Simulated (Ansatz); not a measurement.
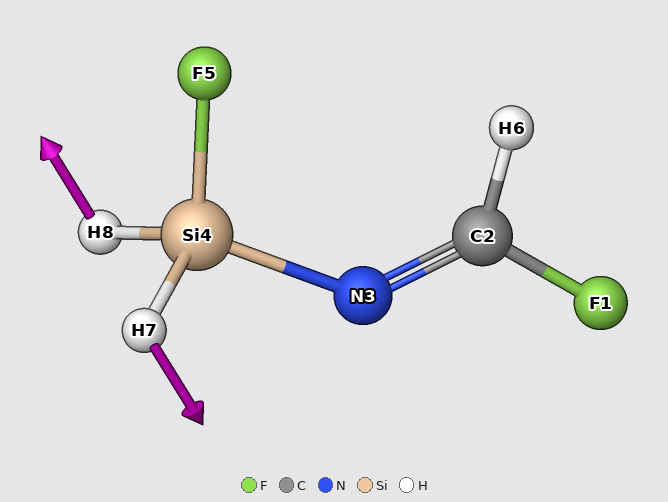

The arrows show one normal mode. Harmonic vibrations computed with RKS PBE0-D4/def2-TZVP (Ansatz 0.2.0) at a stationary point of the same level.

Question: What kind of motion is it?

Answer: Mostly angle bending.

Question: At what wavenumber does it lie?

Answer: 751 cm⁻¹; it is mode 7 of 18 counted from the lowest.
